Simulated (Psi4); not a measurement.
# UMP2/cc-pV(T+d)Z (density fitting, density fitting for correlation) run of BNH3 (SMILES B[NH])

Aim: the vertical ionisation energy of BNH3 at UMP2/cc-pV(T+d)Z (density fitting, density fitting for correlation), from 2 runs. 

Program for the calculation: Psi4 1.11.

5 further runs of the same task are left out: 1 that didn't finish, 4 set aside as unsound or not needed.

### 1 The structure to begin with

BNH3 has 5 atoms, charge 0, and is taken as a doublet. As SMILES, `B[NH]`. The coordinates come from a PBE0-D4/def2-TZVP relaxation.

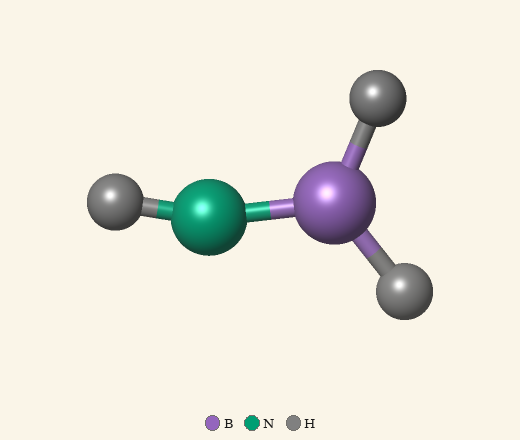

The structure, seen from a chosen angle (boron purple, nitrogen teal, hydrogen grey).

### 2 Energy and gradient at UMP2/cc-pV(T+d)Z (density fitting, density fitting for correlation)

Contents of job.in:

```
memory 1600 mb

molecule {
  0 2
  B     -0.58732688    -0.69938764    -0.17309891
  N      1.00382252     1.23814856    -0.03741658
  H     -0.78385840    -2.09268271     1.62988878
  H     -1.82188496    -1.08300204    -2.04449469
  H      2.28354505     2.49765102     0.54669777
  units au
}

set basis cc-pV(T+d)Z
set reference uhf
set mp2_type df
set scf_type df

E, wfn = gradient('mp2', return_wfn=True)
```

On the command line:

```console
$ psi4 -n 1 job.in job.out
```

job.out:

```text
[...]
  Running in c1 symmetry.
[...]
  Nuclear repulsion =   27.148135794361355
[...]
  Multiplicity = 2
[...]
  Nalpha       = 8
  Nbeta        = 7
[...]
    Number of basis functions: 102
[...]
   @DF-UHF iter   1:   -80.74255203901274   -8.45367e-01   4.06328e-03 DIIS/ADIIS
[...]
   @DF-UHF iter  21:   -80.87259097075092   -1.42109e-14   8.61489e-11 DIIS
[...]
   @S^2 Observed:                7.738945506E-01
[...]
    Orbital Energies [Eh]
    ---------------------
    Alpha Occupied:
       1A    -15.597827     2A     -7.590231     3A     -1.190093
       4A     -0.773872     5A     -0.606223     6A     -0.585030
       7A     -0.482749     8A     -0.428623
    Alpha Virtual:
       9A      0.133949    10A      0.140953    11A      0.208772
      12A      0.240667    13A      0.243682    14A      0.286575
      15A      0.308918    16A      0.356612    17A      0.465473
      18A      0.529043    19A      0.538635    20A      0.572958
      21A      0.639576    22A      0.645122    23A      0.713401
      24A      0.718283    25A      0.767749    26A      0.775831
[...]
  @DF-UHF Final Energy:   -80.87259097075092
   => Energetics <=
    Nuclear Repulsion Energy =             27.1481357943613553
    One-Electron Energy =                -162.3216194890215149
    Two-Electron Energy =                  54.3008927239092216
    Total Energy =                        -80.8725909707509345
  UHF NO Occupations:
  HONO-2 :    6  A 1.9967623
  HONO-1 :    7  A 1.9946319
[...]
 Multipole Moments:
 ------------------------------------------------------------------------------------
     Multipole            Electronic (a.u.)      Nuclear  (a.u.)        Total (a.u.)
 ------------------------------------------------------------------------------------
 L = 1.  Multiply by 2.5417464519 to convert [e a0] to [Debye]
 Dipole X            :          0.5666392           -0.1195010            0.4471381
 Dipole Y            :          0.7714366           -0.2989976            0.4724391
 Dipole Z            :         -0.0800533            0.2333867            0.1533334
 Magnitude           :                                                    0.6683130
[...]
	Warning: cc_lambda option is changed to TRUE
	For this residual convergence, default PCG convergence is:     1.00e-07
[...]
	DF-SCS-MP2 Total Energy (a.u.)     :   -81.18928529625261
	DF-SOS-MP2 Total Energy (a.u.)     :   -81.19254396501540
	DF-SCS(N)-MP2 Total Energy (a.u.)  :   -80.98533533889237
[...]
	DF-MP2 Total Energy (a.u.)         :   -81.18276795872704
[...]
```

Wall time 4.2 s (1 thread of Intel Xeon 6975P-C (Granite Rapids), shared host); peak memory 0.65 GiB.

### 3 The singlet cation, same level

Contents of run.py:

```python
import psi4

psi4.set_memory('1600 MB')
psi4.set_num_threads(1)
psi4.core.set_output_file('output.dat', False)

geom = psi4.geometry("""
1 1
B     -0.58732688    -0.69938764    -0.17309891
N      1.00382252     1.23814856    -0.03741658
H     -0.78385840    -2.09268271     1.62988878
H     -1.82188496    -1.08300204    -2.04449469
H      2.28354505     2.49765102     0.54669777
units bohr
""")

psi4.set_options(dict(basis='cc-pV(T+d)Z', reference='uhf', mp2_type='df', scf_type='df'))

e_tot = psi4.gradient('mp2', molecule=geom)
print('gradient / Eh bohr^-1')
print(e_tot.np.round(6))
```

On the command line:

```console
$ python run.py
```

output.dat:

```text
[...]
  Running in c1 symmetry.
[...]
  Nuclear repulsion =   27.148135794361355
[...]
  Multiplicity = 1
[...]
  Nalpha       = 7
  Nbeta        = 7
[...]
    Number of basis functions: 102
[...]
   @DF-UHF iter   1:   -80.39583675761655   -4.98651e-01   2.56970e-03 DIIS/ADIIS
[...]
   @DF-UHF iter  17:   -80.48212400238322    2.70006e-13   6.65755e-11 DIIS
[...]
   @S^2 Observed:                1.687538997E-14
[...]
    Orbital Energies [Eh]
    ---------------------
    Alpha Occupied:
       1A    -15.998070     2A     -7.901498     3A     -1.479254
       4A     -1.112716     5A     -0.867848     6A     -0.821552
       7A     -0.795136
    Alpha Virtual:
       8A     -0.317678     9A     -0.120017    10A     -0.072343
      11A     -0.006741    12A      0.027075    13A      0.035552
      14A      0.068189    15A      0.107162    16A      0.107955
      17A      0.204749    18A      0.263004    19A      0.280797
      20A      0.328305    21A      0.378965    22A      0.388785
      23A      0.429268    24A      0.463500    25A      0.516808
[...]
  @DF-UHF Final Energy:   -80.48212400238322
   => Energetics <=
    Nuclear Repulsion Energy =             27.1481357943613553
    One-Electron Energy =                -157.3083719262518230
    Two-Electron Energy =                  49.6781121295072481
    Total Energy =                        -80.4821240023832161
  UHF NO Occupations:
  HONO-2 :    5  A 2.0000000
  HONO-1 :    6  A 2.0000000
[...]
 Multipole Moments:
 ------------------------------------------------------------------------------------
     Multipole            Electronic (a.u.)      Nuclear  (a.u.)        Total (a.u.)
 ------------------------------------------------------------------------------------
 L = 1.  Multiply by 2.5417464519 to convert [e a0] to [Debye]
 Dipole X            :          0.3725632           -0.1195010            0.2530622
 Dipole Y            :          0.5125385           -0.2989976            0.2135409
 Dipole Z            :         -0.0608437            0.2333867            0.1725430
 Magnitude           :                                                    0.3733782
[...]
	Warning: cc_lambda option is changed to TRUE
	For this residual convergence, default PCG convergence is:     1.00e-07
[...]
	DF-SCS-MP2 Total Energy (a.u.)     :   -80.79542153076187
	DF-SOS-MP2 Total Energy (a.u.)     :   -80.80020500657254
	DF-SCS(N)-MP2 Total Energy (a.u.)  :   -80.58605707334283
[...]
	DF-MP2 Total Energy (a.u.)         :   -80.78585457914050
[...]
```

The script printed:

```text
gradient / Eh bohr^-1
[[-0.05027  -0.078039  0.022231]
 [ 0.056237  0.087455 -0.025092]
 [-0.001836  0.003122 -0.008583]
 [ 0.00587   0.006151  0.002065]
 [-0.010002 -0.018689  0.009378]]
```

Run time: 3.9 s. Hardware: 1 thread of Intel Xeon 6975P-C (Granite Rapids), shared host; peak memory 0.65 GiB.

### 4 Results

At UMP2/cc-pV(T+d)Z (density fitting, density fitting for correlation):

| quantity | value |
| --- | --- |
| doublet BNH3: total energy | -81.18277 Eh |
| doublet BNH3: HOMO energy (Hartree–Fock orbitals) (highest over α and β) | -11.66 eV |
| doublet BNH3: LUMO energy (Hartree–Fock orbitals) (lowest over α and β) | 2.28 eV |
| doublet BNH3: correlation energy | -310.2 mEh |
| doublet BNH3: ⟨S²⟩ of the reference determinant | 0.774 |
| doublet BNH3: largest force on an atom | 0.934 eV/Å |
| singlet cation: total energy | -80.78585 Eh |
| singlet cation: HOMO energy (Hartree–Fock orbitals) | -21.64 eV |
| singlet cation: LUMO energy (Hartree–Fock orbitals) | -8.64 eV |
| singlet cation: HOMO–LUMO gap (Hartree–Fock orbitals) | 12.99 eV |
| singlet cation: correlation energy | -303.7 mEh |
| singlet cation: largest force on an atom | 5.500 eV/Å |
| vertical ionisation energy (to the singlet cation) | 10.801 eV |

In words: Removing an electron at fixed nuclei costs 10.80 eV (1042 kJ/mol). The largest force (doublet BNH3) is 0.93 eV/Å: the shape isn't a stationary point for this species at this level. Only the singlet of the ionised species was computed; a triplet could lie lower.
